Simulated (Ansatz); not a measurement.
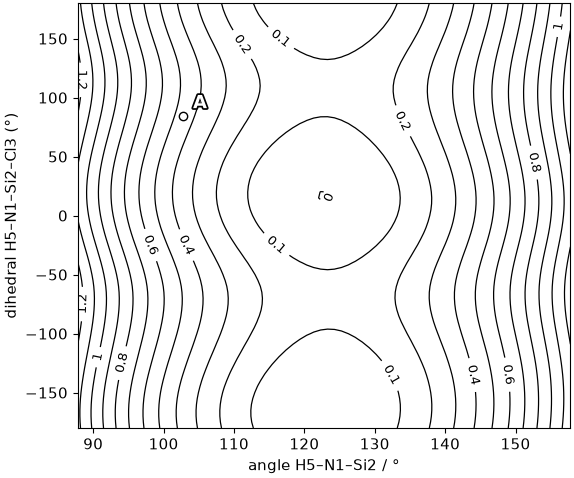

BrClH2NSi, SMILES N[Si](Cl)Br, spin multiplicity 2. 
- The first coordinate is: angle H5–N1–Si2; the second: dihedral H5–N1–Si2–Cl3.
- Nothing is relaxed (all other coordinates rigid).
- Grid: 15 × 15 points.
- All energies are given in eV relative to the lowest grid point.
- Method: UHF/def2-SVP (Ansatz 0.2.0).

The picture shows contour lines labelled in eV, the point A. Between grid points the surface is interpolated.

Q: Which way does the force act at A, and how strong is it?

A: A, at angle H5–N1–Si2 = 102.8°, dihedral H5–N1–Si2–Cl3 = 84°, is not a stationary point. The computed force is 0.035 eV for each degree towards larger values of angle H5–N1–Si2 and 0.002 eV for each degree towards smaller values of dihedral H5–N1–Si2–Cl3.
